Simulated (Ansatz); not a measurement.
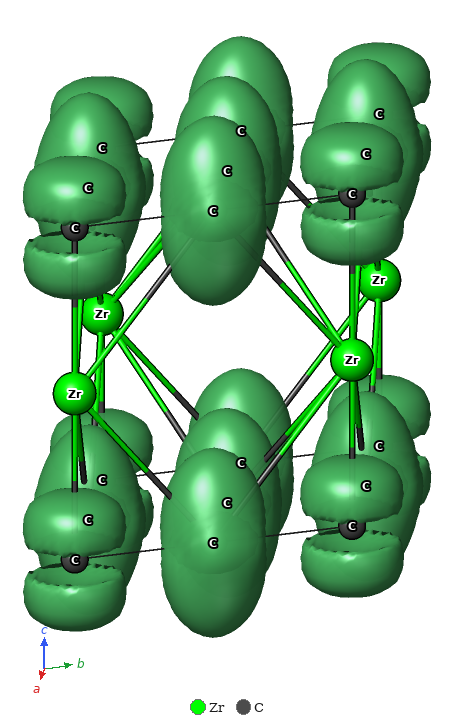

Figure. ZrC4. Isosurface of the electron localisation function at 0.65 (green), seen at an oblique angle. Only the valence region is drawn (cores and ρ < 0.01 e/Å³ removed). Sticks mark near contacts.

Space group P6/mmm; a structure generated by program, which may or may not match a known phase.

Theory: DFT PBE, scalar-relativistic, plane waves, PAW (Ansatz 0.2.0).

In a PAW calculation such maps are meaningful between the atoms, not at the nuclei.

Input file:

```
crystal:
  lattice:
    - [3.7678123154, 0.0, 0.0]
    - [-1.8839061577, 3.2630211818, 0.0]
    - [0.0, 0.0, 4.2420012512]
  atoms:
    - { symbol: Zr, position: [0.0, 0.0, 0.5] }
    - { symbol: C, position: [0.5, 0.0, 0.0] }
    - { symbol: C, position: [0.0, 0.5, 0.0] }
    - { symbol: C, position: [0.5, 0.5, 0.0] }
    - { symbol: C, position: [0.0, 0.0, 0.0] }
basis:
  ecutwfc: 420
kpoints:
  mp_grid: { grid: [12, 12, 10] }
hamiltonian:
  xc: pbe
scf:
  occupations: { method: gaussian, width: 0.1 }
output:
  forces: true
  stress: true
  eigenvalues: true
  write_density: true
  write_potential: true
  elf: true
  volumetric_format: npy
relax:
  adjacent_minimum: "off"
  f_tol: 0.01
  max_steps: 80
  cell: { stress_tol: 0.05 }
```

Command:

```sh
ansatz run input.yaml --threads 1 --pin off --max-ram 2560MiB --backend cpu --events-out ev --progress --plain --runs-dir out
```

Below, planes, directions and counts refer to the conventional cell (a = 3.79 Å, b = 3.79 Å, c = 4.26 Å, α = 90.00°, β = 90.00°, γ = 120.00°).

The fields are those of the run's last geometry, not of the input's.

Where are the electrons localised?

The surface consists of two lobes of the valence shell of C pointing towards Zr and three regions wrapped around C (the valence shell of each), counted in one cell of 5 atoms. Any copies at cell faces, edges or corners count once. Along the contacts the grid gives the following. Zr–C (2.13 Å): the ELF peaks at about 0.90 in the valence shell of C, 0.6 Å from its nucleus, and drops to about 0.35 between the two atoms.
